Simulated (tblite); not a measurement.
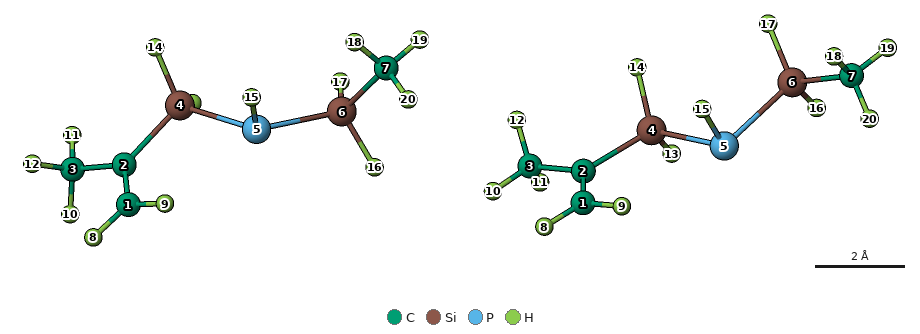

Two geometries of C$_{4}$H$_{13}$PSi$_{2}$, drawn at one scale. One is the start of a relaxation, the other its converged end. A ball-and-stick model, seen from a free direction.

These are results of GFN2-xTB geometry optimisation, gas phase (tblite 0.8.0), not measurements. 

Which geometry has the lower energy?

Answer. The right one is the relaxed one. H17 moves most after the best rigid fit: 1.84 Å. By element the largest moves are H 1.84 Å, Si 0.70 Å, P 0.42 Å, C 0.27 Å. Near-neighbour distances that change, for instance: P5–H15 1.460 → 1.380 Å, P5–Si6 2.168 → 2.235 Å, Si4–P5 2.184 → 2.231 Å, C3–H12 1.133 → 1.089 Å. Among the angles between lasting bonds that change: Si4–P5–Si6 115.3° → 100.8°, Si6–P5–H15 109.7° → 95.6°, Si4–P5–H15 107.3° → 95.8°. Groups turn about C2–C3 by about 55°, P5–Si6 by about 55°, Si4–P5 by about 35°. After 274 geometry steps the energy has fallen by 68.6 kJ/mol. Cost: 13 s on 1 thread of Intel(R) Xeon(R) Processor @ 2.50GHz (shared host).
